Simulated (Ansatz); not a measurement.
Consider WSe$_{2}$ in the 2H-MoS2 type structure (space group P6_3/mmc, No. 194; a = 3.2305 Å, c = 12.4113 Å; layered, stacked along the Cartesian z axis).

Now apply this change: a free-standing slab of 1 layer (3 atoms, 3 a layer) is cut normal to the stacking axis, with 15 Å of vacuum and the in-plane cell relaxed.

All numbers come from PBEsol-D3(BJ) (Ansatz, a first-principles code), scalar-relativistic without spin-orbit coupling.

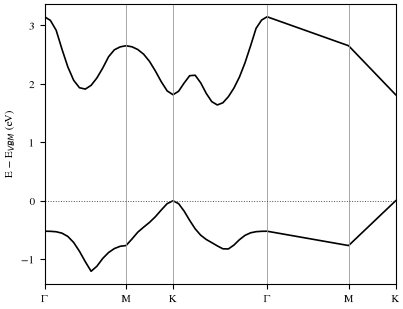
Highest valence and lowest conduction band along the path of the changed cell's own zone

Problem. From the figure, how large is the changed gap, and is it direct?

Solution. About 1.6 eV, indirect, K → K–Γ (47 % along).

Spin-orbit coupling, missing from the scalar runs, can matter with W. Stability against distortions was not tested. k-point labels follow each cell's own Brillouin zone.
